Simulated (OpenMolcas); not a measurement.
**BBrF (SMILES F[B]Br): UBHLYP/ANO-R3 (DKH8, RICD fitting)**

What is the vertical doublet–quartet gap of BBrF at UBHLYP/ANO-R3 (DKH8, RICD fitting)? 

The calculation is run with OpenMolcas 26.06.

## 1. Starting point

The species is BBrF (3 atoms), meant as a doublet with charge 0. SMILES: `F[B]Br`. The coordinates come from a GFN2-xTB relaxation.

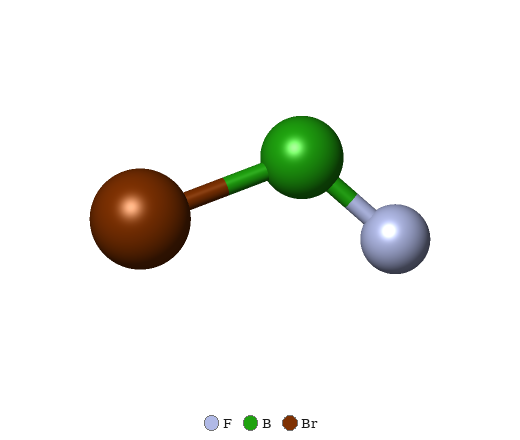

Viewed from a chosen angle; fluorine light blue, boron green, bromine brown.

## 2. Energy and forces at UBHLYP/ANO-R3 (DKH8, RICD fitting)

The input, job.inp:

```
>>> EXPORT MOLCAS_PRINT=2

&GATEWAY
  Coord
  3
  bohr
  F     -0.67355508     2.34516902    -0.12895491
  B      0.82178520     0.47585194     0.50682455
  Br    -0.14823012    -2.82102095    -0.37786964
  Basis = ANO-R3
  Group = NoSym
  RICD

&SEWARD
  Relativistic = R08O02
  Expert

&SCF
  UHF
  Spin = 2
  KSDFT = HYB_GGA_XC_BHANDHLYP
  PrOrbitals = 1 1

&ALASKA
```

Started as:

```sh
$ export MOLCAS_MEM=1860
$ pymolcas job.inp > job.log
```

The program printed, shortened:

```text
--- Start Module: gateway ---
[...]
--- Stop Module: gateway /rc=_RC_ALL_IS_WELL_ ---
[...]
 ###    WARNING:  EXPERT option is ON!                                       ###
 ###############################################################################
               SEWARD will generate:
[...]
      Basis functions          162
[...]
--- Start Module: scf ---
[...]
       Convergence after  12 Iterations
[...]
::    Total KS-DFT energy                           -2731.0285055656
[...]
      Total spin, S                                     0.5015269775
[...]
      Total electronic charge=   49.000000
      Total            charge=   -0.000000
[...]
      Dipole Moment (debye):
      Origin of the operator (angstrom)=   -0.0750   -0.8397   -0.1297
                   X=  2.0595E-01               Y= -2.1492E-01               Z=  9.2021E-02           Total=  3.1156E-01
      Quadrupole Moment (debye*angstrom):
[...]
--- Stop Module: scf /rc=_RC_ALL_IS_WELL_ ---
[...]
--- Start Module: alaska ---
[...]
 *              Molecular gradients               *
 **************************************************
  Irreducible representation: a
 ------------------------------------------------------------------------------------------
                              X                       Y                       Z
 ------------------------------------------------------------------------------------------
  F1               -1.31524868170239E-02    6.13587171337571E-03   -6.67141174174679E-03
  B2                1.42244093147674E-02   -1.84407328543683E-02    5.97882689724827E-03
  BR3              -1.07192249793542E-03    1.23048611418888E-02    6.92584844316002E-04
 ------------------------------------------------------------------------------------------
--- Stop Module: alaska /rc=_RC_ALL_IS_WELL_ ---
[...]
```

Run time: 2.1 min. Hardware: 1 thread of Arm Neoverse N1, shared host; peak memory 0.78 GiB.

## 3. The quartet, same level

The input, job.inp:

```
&GATEWAY
 COORD
 3
 bohr
 F     -0.67355508     2.34516902    -0.12895491
 B      0.82178520     0.47585194     0.50682455
 Br    -0.14823012    -2.82102095    -0.37786964
 BASIS = ANO-R3
 GROUP = NoSym
 RICD

&SEWARD
 RELATIVISTIC = R08O02
 EXPERT

&SCF
 UHF
 SPIN = 4
 KSDFT = HYB_GGA_XC_BHANDHLYP
 PRORBITALS = 1 1

&ALASKA
```

Started as:

```sh
$ export MOLCAS_MEM=1860
$ pymolcas job.inp > job.log
```

The program printed, shortened:

```text
--- Start Module: gateway ---
[...]
--- Stop Module: gateway /rc=_RC_ALL_IS_WELL_ ---
[...]
 ###    WARNING:  EXPERT option is ON!                                       ###
 ###############################################################################
               SEWARD will generate:
[...]
      Basis functions          162
[...]
--- Start Module: scf ---
[...]
       Convergence after  19 Iterations
[...]
::    Total KS-DFT energy                           -2730.8076728182
[...]
      Total spin, S                                     1.5014902514
[...]
      Total electronic charge=   49.000000
      Total            charge=   -0.000000
[...]
      Dipole Moment (debye):
      Origin of the operator (angstrom)=   -0.0750   -0.8397   -0.1297
                   X= -7.9413E-01               Y= -3.8380E+00               Z= -8.4356E-01           Total=  4.0091E+00
      Quadrupole Moment (debye*angstrom):
[...]
--- Stop Module: scf /rc=_RC_ALL_IS_WELL_ ---
[...]
--- Start Module: alaska ---
[...]
 *              Molecular gradients               *
 **************************************************
  Irreducible representation: a
 ------------------------------------------------------------------------------------------
                              X                       Y                       Z
 ------------------------------------------------------------------------------------------
  F1                2.68034527795908E-02   -1.87055498489670E-02    1.29462203578821E-02
  B2               -5.26044606682685E-02   -4.62486402828599E-02   -3.40965250524610E-02
  BR3               2.58010078886568E-02    6.49541901317576E-02    2.11503046943839E-02
 ------------------------------------------------------------------------------------------
--- Stop Module: alaska /rc=_RC_ALL_IS_WELL_ ---
[...]
```

Run time: 2.9 min. Hardware: 1 thread of Arm Neoverse N1, shared host; peak memory 0.78 GiB.

## 4. What came out

Level: UBHLYP/ANO-R3 (DKH8, RICD fitting).

```
                                        quantity           value
                           doublet: total energy  -2731.02851 Eh
                          doublet: dipole moment          0.31 D
     doublet: HOMO energy (highest over α and β)        -8.09 eV
      doublet: LUMO energy (lowest over α and β)        -1.67 eV
                                   doublet: ⟨S²⟩           0.753
               doublet: largest force on an atom      1.236 eV/Å
                           quartet: total energy  -2730.80767 Eh
                          quartet: dipole moment          4.01 D
     quartet: HOMO energy (highest over α and β)        -4.36 eV
                                   quartet: ⟨S²⟩           3.756
               quartet: largest force on an atom      4.006 eV/Å
vertical energy of the quartet above the doublet        6.009 eV
```

At this shape the quartet lies 6.01 eV (580 kJ/mol) above the doublet. The largest force (doublet) is 1.24 eV/Å: the shape isn't a stationary point for this species at this level. Mulliken charges (doublet) run from -0.18 on F1 to +0.19 on B2; they depend strongly on the basis.
